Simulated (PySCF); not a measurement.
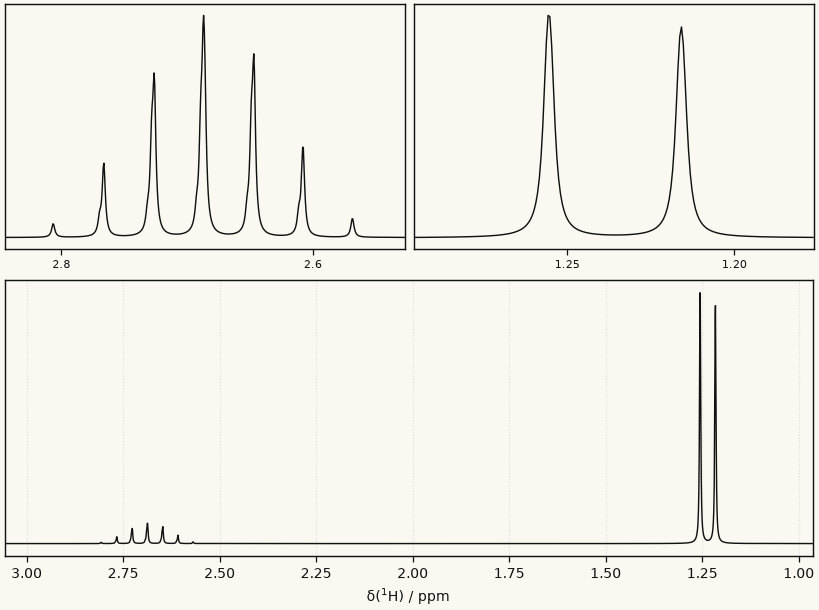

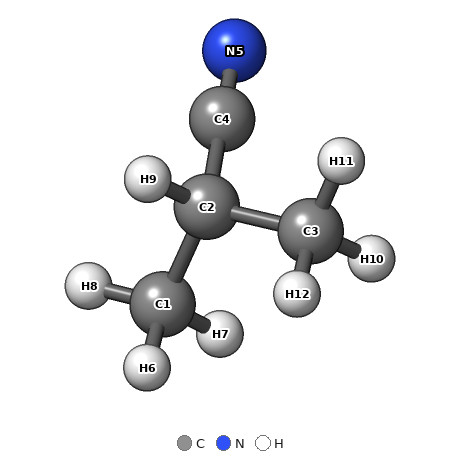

C₄H₇N, SMILES CC(C)C#N. Simulated ¹H spectrum at 200 MHz, line width 0.6 Hz, from GIAO shifts (KT3/pcSseg-2, against TMS) and couplings (B3LYP/pcJ-2), PySCF 2.14.0, at a PBE0-D3(BJ)/def2-TZVP geometry (no frequency check). Gas phase, values of one conformer, averaged over methyl-type rotors and exact or near symmetry; couplings among ¹H are treated exactly, other nuclei are left out. The spin-dipole term of J is left out for all pairs. The upper panels enlarge each group of lines, each scaled alone.

> Assign the signals.

```
δ (ppm)  nuclei                      atoms
   2.69       1                         H9
   1.24       6  H6, H7, H8, H10, H11, H12
```

> Which couplings enter the simulation?

| pair | J (Hz) |
| --- | --- |
| H9 – H6/H7/H8/H10/H11/H12 | 7.9 |

Not listed: couplings under 0.5 Hz, those between magnetically equivalent nuclei.
